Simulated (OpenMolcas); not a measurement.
# Exact exchange and the dipole moment of C2HF2Si

C2HF2Si has 6 atoms, charge 0, and is taken as a doublet. As SMILES, `[C]#C[SiH](F)F`. Geometry: relaxed at PBE0-D4/def2-TZVP.

The dipole moment y, in D, basis def2-SVPD; a is the functional's share of exact exchange. Programs: OpenMolcas 26.06.

| functional | program | a | y (D) |
| --- | --- | --- | --- |
| UBLYP | OpenMolcas | 0 | 1.37 |
| U-revPBE | OpenMolcas | 0 | 1.36 |
| UB3LYP | OpenMolcas | 0.2 | ? |
| UPBE0 | OpenMolcas | 0.25 | 1.56 |
| UBHLYP | OpenMolcas | 0.5 | 1.69 |

Problem. Fit y = c + s·a to the known rows and predict UB3LYP.

Solution. 
1. Means of the 4 rows: a = 0.1875, y = 1.495.
2. Σ(Δa)² = 0.17188, Σ(Δa·Δy) = 0.11375, so the slope is 0.11375/0.17188 = 0.6618.
3. Intercept: 1.495 − (0.6618) × 0.1875 = 1.371. The largest residual of the fit is 0.024.
4. UB3LYP: 1.371 + (0.6618) × 0.2 = 1.50 D.

The run gave 1.53 D, so the prediction is off by -0.03 D, about the largest residual. More exact exchange makes the molecule more polar here.

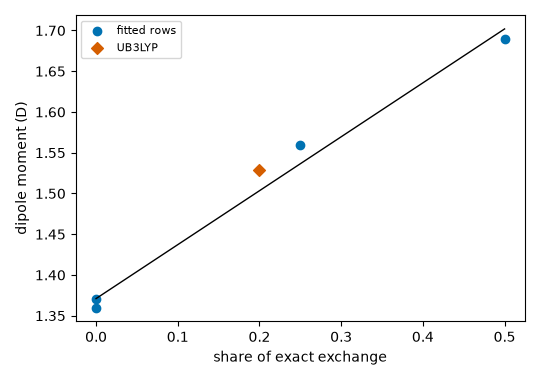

The fitted line, with the withheld row.
